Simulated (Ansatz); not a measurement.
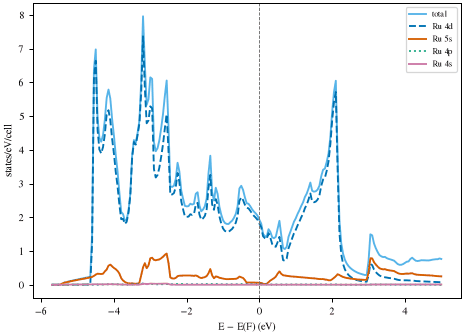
Figure: Total and projected density of states of Ru (diamond, Fd-3m), PBE in the plane-wave PAW code Ansatz

Task: Which orbitals carry the states next to the Fermi level?

Result: Within 0.5 eV of the Fermi level: Ru 4d 91 %, Ru 5s 6 %. Projections are on Löwdin-orthogonalised atomic valence shells; empty p or d shells of many metals are not among them.

Task: Where is the tallest occupied peak in this window, and what makes it?

Result: Near -3.2 eV, about 8.0 states/eV per cell; the largest projected share is Ru 4d.

The start of the workflow was typed in or built on a structure type; neither database checked (COD, Materials Project) lists it. It is not the phase usual at ambient conditions (space group No. 194). Symmetry was held in the PBE relaxation; whether a distortion lowers the energy is not shown. The workflow began spin-polarised and lost its moments. Spin–orbit coupling is left out wherever it is not named.

Potentials: the later of the program's two PAW sets.
